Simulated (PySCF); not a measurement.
SMILES C[CH]CCOC(=O)C, doublet at its GFN2-xTB optimised geometry (Å):

```
19

C      3.2116    -1.5663    -1.5474
C      2.4985    -0.2759    -1.4551
C      1.0256    -0.1960    -1.4358
C      0.4619    -0.3414     0.0000
O     -0.9611    -0.3414     0.0000
C     -1.5782     0.8471     0.0000
C     -3.0730     0.6712    -0.0620
O     -1.0053     1.9033     0.0405
H      4.1013    -1.4758    -2.1733
H      2.5677    -2.3419    -1.9568
H      3.5611    -1.9033    -0.5630
H      3.0643     0.6044    -1.2024
H      0.6869     0.7712    -1.8161
H      0.5861    -0.9919    -2.0430
H      0.8261     0.4811     0.6230
H      0.7561    -1.3003     0.4295
H     -3.5611     1.5340     0.3810
H     -3.3701     0.5995    -1.1068
H     -3.3645    -0.2427     0.4461
```

Calculation: PySCF with unrestricted PBE0/def2-SVP. Cells within 0.4 Å of a nucleus heavier than hydrogen are left out (blank, or x).

Map of the electrostatic potential (hartree/e), clipped to [-0.08, 0.12] on the plane z = 0.0 Å:

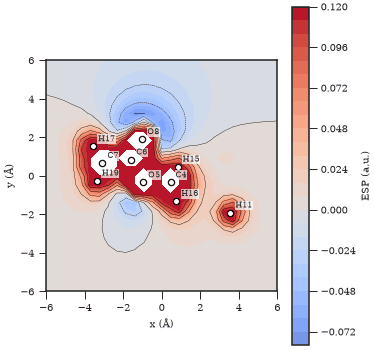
Electrostatic potential (hartree/e), clipped to [-0.08, 0.12] on the plane z = 0.0 Å.
